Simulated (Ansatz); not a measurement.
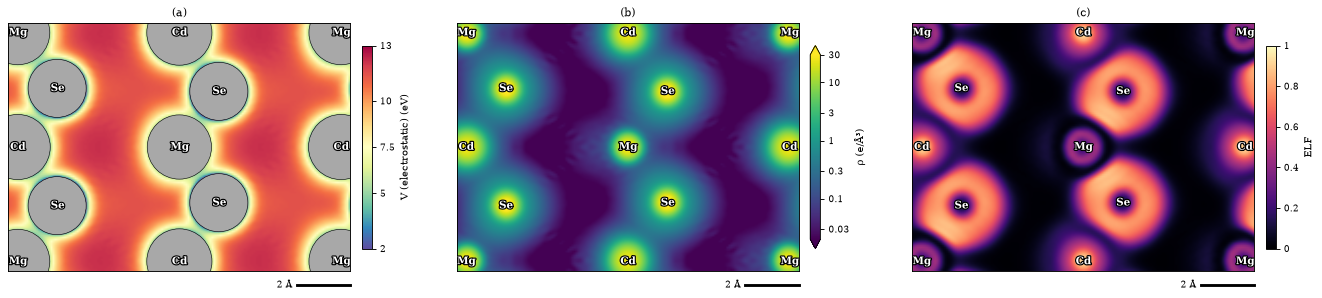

MgCd3Se4. (a) electrostatic potential energy of an electron; (b) valence pseudo-density; (c) ELF on the (110) plane of the conventional cell. Grey discs cover the atomic cores in the potential map.

Space group I-42m; a generated structure, not necessarily the stable one; changed on purpose from its base cell (volume × 0.94, shape and atoms relaxed); computed pressure about 3 GPa in this cell.

The calculation used DFT PBE, scalar-relativistic, plane waves, PAW (Ansatz).

The density is the valence pseudo-density of a PAW calculation; it isn't the true density close to the nuclei.

```
Mg Cd Se
1.0
     6.01939    0.00000    0.00000
     0.00000    6.01939    0.00000
     0.00000    0.00000   12.03427
Mg Cd Se
2 6 8
Direct
  0.00000 0.00000 0.00000
  0.50000 0.50000 0.50000
  0.50000 0.00000 0.25000
  0.00000 0.50000 0.75000
  0.00000 0.50000 0.25000
  0.50000 0.00000 0.75000
  0.00000 0.00000 0.50000
  0.50000 0.50000 0.00000
  0.24354 0.75646 0.12204
  0.74354 0.25646 0.62204
  0.75646 0.24354 0.12204
  0.25646 0.74354 0.62204
  0.24354 0.24354 0.87796
  0.74354 0.74354 0.37796
  0.25646 0.25646 0.37796
  0.75646 0.75646 0.87796
```

> Read the bonding off the picture.

- The plane passes through Mg, Cd and Se nuclei.
- Mg–Se (2.54 Å): ρ is about 0.36 e/Å³ halfway; the ELF peaks at about 0.85 in the valence shell of Se, 1.2 Å from its nucleus, and falls to about 0.05 next to Mg (a closed-shell, largely ionic contact).
- Cd–Se (2.63 Å): the density is about 0.38 e/Å³ at the midpoint; the ELF is about 0.40 at the midpoint.
- Between the atoms the lowest density in this plane is 0.008 e/Å³.
- The features right at Cd lie inside the PAW spheres, where the map follows smoothed inner orbitals and isn't to be read closely.
- Outside the cores the potential energy rises away from the atoms and is highest about 2.6 Å from the nearest atoms; its zero is arbitrary.
